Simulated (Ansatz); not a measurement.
The figure comes from a scan of Pb (hcp, Mg type): the cell is scaled evenly about its relaxed volume V₀. These are r2SCAN+rVV10 (plane waves to 500 eV, PAW, scalar-relativistic; Ansatz, a first-principles code) values and carry that method's errors. k mesh 15×15×8 (Γ-centred), Fermi-Dirac smearing 0.05 eV. Compression counts positive. Pb was relaxed with its symmetry unable to fall. Spin-orbit coupling is left out, though Pb is heavy. This is one of several known forms of Pb; the measured ambient cells at hand have space group No. 225. 

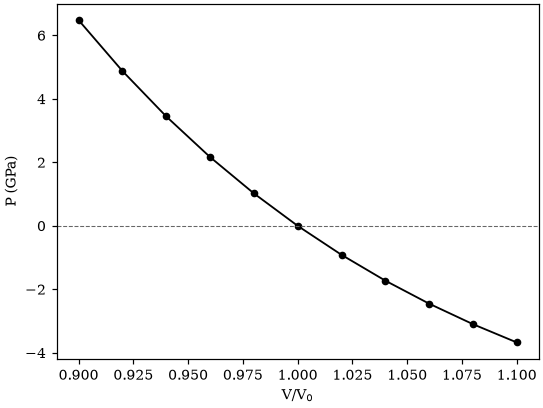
*P (GPa) against V/V₀; one marker a computed point.*

Question: Read the plotted values off the figure, to the accuracy that the plot allows.

Answer: To the nearest 0.2:

```json
[
 {"V/V₀": "0.900", "P (GPa)": "6.4"},
 {"V/V₀": "0.920", "P (GPa)": "4.8"},
 {"V/V₀": "0.940", "P (GPa)": "3.4"},
 {"V/V₀": "0.960", "P (GPa)": "2.2"},
 {"V/V₀": "0.980", "P (GPa)": "1.0"},
 {"V/V₀": "1.000", "P (GPa)": "0.0"},
 {"V/V₀": "1.020", "P (GPa)": "-1.0"},
 {"V/V₀": "1.040", "P (GPa)": "-1.8"},
 {"V/V₀": "1.060", "P (GPa)": "-2.4"},
 {"V/V₀": "1.080", "P (GPa)": "-3.0"},
 {"V/V₀": "1.100", "P (GPa)": "-3.6"}
]
```

(A scan under strain: stresses follow from slopes of the energy per volume, elastic moduli from its curvatures.)
